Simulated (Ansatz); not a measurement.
The calculation's input:

```
crystal:
  periodic: [false, false, false]
  atoms:
    - {symbol: Cl, position_ang: [-4.058738, -1.787814, 0.660135]}
    - {symbol: Si, position_ang: [-2.252598, -1.149906, 0.113285]}
    - {symbol: Si, position_ang: [-0.960490, 0.431570, -0.840818]}
    - {symbol: Si, position_ang: [-0.027175, -1.489615, -0.000535]}
basis:
  gaussian:
    orbitals: def2-TZVPD
total_charge: 1
magnetization:
  spin_polarized: true
  initial_magnetization: 2
hamiltonian:
  xc: {name: PBE0}
output:
  forces: true
  orbitals: {seedname: orbitals}
```

Command:

```sh
ansatz run input.yaml --threads 1 --pin off --max-ram 2610MiB --events-out events.jsonl --progress --plain --runs-dir runs
```

Geometry: PBE0-D3(BJ)/def2-SVP.

Computed with isolated molecule in a Gaussian basis; Kohn-Sham density functional theory, functional PBE0 (Ansatz).

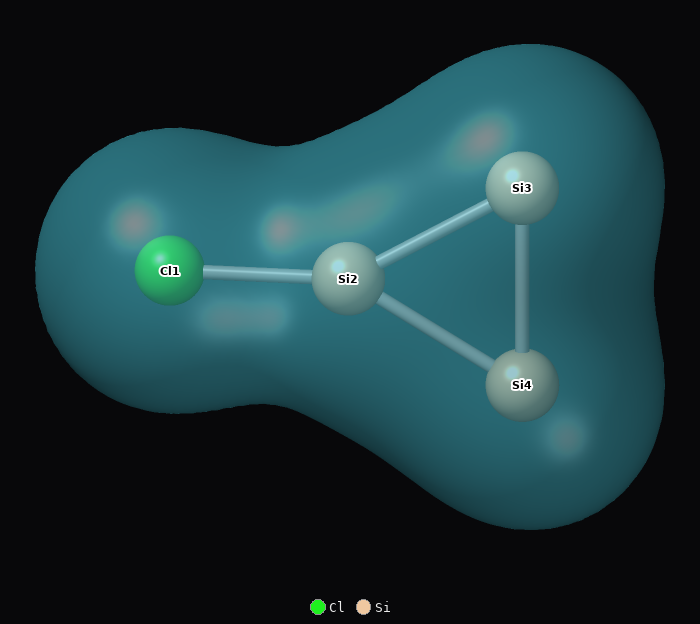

ClSi3 (SMILES Cl[Si]1=[Si]=[Si+]1) (charge +1, triplet). Isosurface of the electron density at 0.05 e/Å³ (cyan), seen at a tilt.

> What does this surface tell about the bonding?

At this value the surface is in one piece. It bridges the sampled Si–Cl (1.99 Å), Si–Si (2.25 Å) and Si–Si (2.30 Å) contacts, where the density stays above the isovalue. On the grid the lowest density along these lines, outside the cores, is 0.77 e/Å³ (Si–Cl, 1.99 Å), 0.55 e/Å³ (Si–Si, 2.25 Å) and 0.52 e/Å³ (Si–Si, 2.30 Å).
